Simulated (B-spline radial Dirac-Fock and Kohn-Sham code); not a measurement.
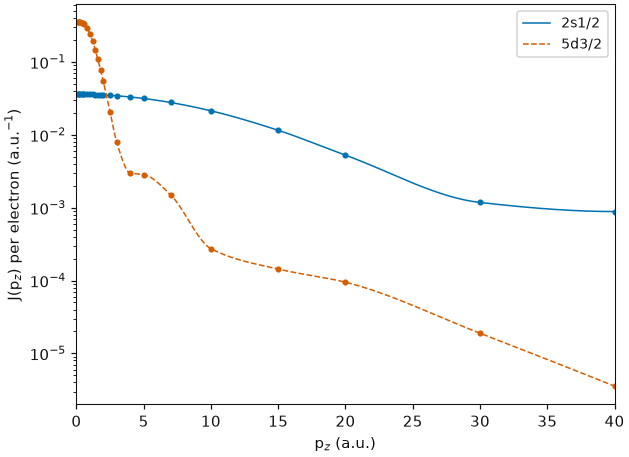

Compton profiles of the subshells 2s1/2 and 5d3/2, per electron. Species: the tungsten atom ([Xe] 4f14 5d4 6s2). Level of theory: the impulse approximation on Dirac–Fock orbitals (average of configuration); calculated with a B-spline radial atomic code. Open shells are averaged over j.

Which of the subshells shown has the highest J(0), and what does that say?

5d3/2, J(0) = 0.351 a.u.⁻¹. J(0) is half the mean of 1/p, so of those shown it has the most weight at low momentum.

Which of them has the largest mean momentum?

2s1/2, ⟨p⟩ = 27.5 a.u.
